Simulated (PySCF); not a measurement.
SMILES CC(=O)[SiH2]c1cccs1, GFN2-xTB optimised geometry. Atoms within 1.6 Å of the plane z = 0.0 Å (x, y, z in Å): C1 (-1.42, -3.34, -0.74), C2 (-0.61, -2.16, -0.26), O3 (0.58, -2.25, -0.04), Si4 (-1.59, -0.53, 0.02), C5 (-0.40, 0.91, 0.00), C6 (0.96, 0.91, 0.00), C7 (1.53, 2.20, 0.00), C8 (0.59, 3.18, 0.00), S9 (-1.01, 2.54, 0.00), H10 (-0.81, -4.24, -0.79), H12 (-2.26, -3.49, -0.07), H13 (-2.28, -0.64, 1.31), H14 (-2.59, -0.40, -1.06), H15 (1.54, 0.00, 0.00), H16 (2.59, 2.39, 0.00), H17 (0.73, 4.24, 0.00).

Level of theory: PBE0/def2-SVP run with PySCF 2.14.0. Cells within 0.4 Å of a nucleus heavier than hydrogen are left out (blank, or x).

Map of the Laplacian of the electron density (e/bohr⁵), clipped to [-1.50, 1.50] on the plane z = 0.0 Å:

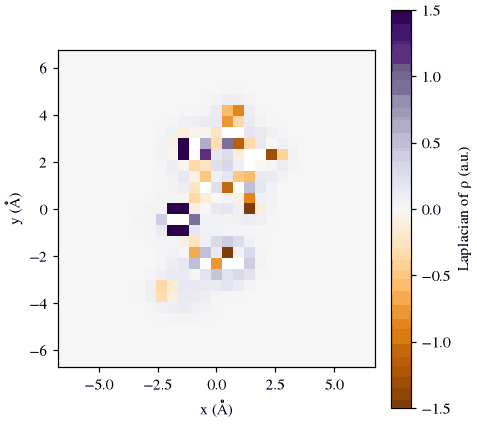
Figure: Laplacian of the electron density (e/bohr⁵), clipped to [-1.50, 1.50] on the plane z = 0.0 Å.
